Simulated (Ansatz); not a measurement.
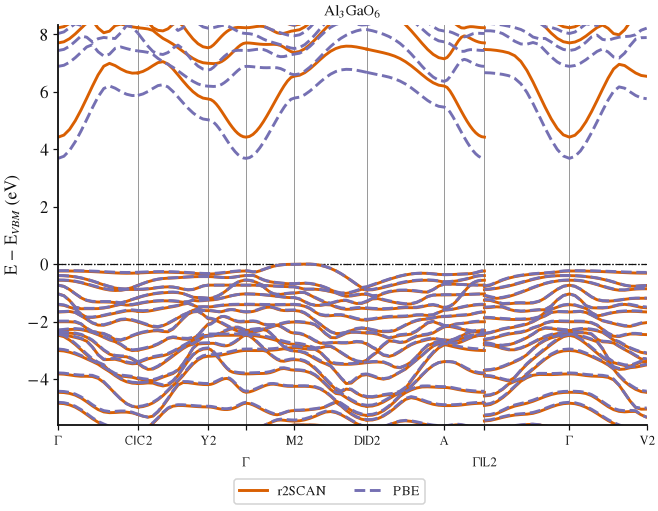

Band structures of Al₃GaO₆, space group Cm (No. 8), 10 atoms in the cell, by two methods on the same cell. Each is counted from its own valence-band top.

**What changes from one method to the other?**

r2SCAN gives a gap of 4.42 eV along the path and PBE gives a gap of 3.68 eV along the path. Over the top 3 filled bands the two differ by 0.01 eV on average.

Settings. r2SCAN: DFT r2SCAN, scalar-relativistic, plane waves, PAW, no spin polarisation, 8×8×4 k mesh, 500 eV cutoff (Ansatz). PBE: DFT PBE, scalar-relativistic, plane waves, PAW, no spin polarisation, 8×8×4 k mesh, 420 eV cutoff, Gaussian smearing of 0.02 eV (Ansatz).

The structure is an invented one, so it need not be a known or stable phase.
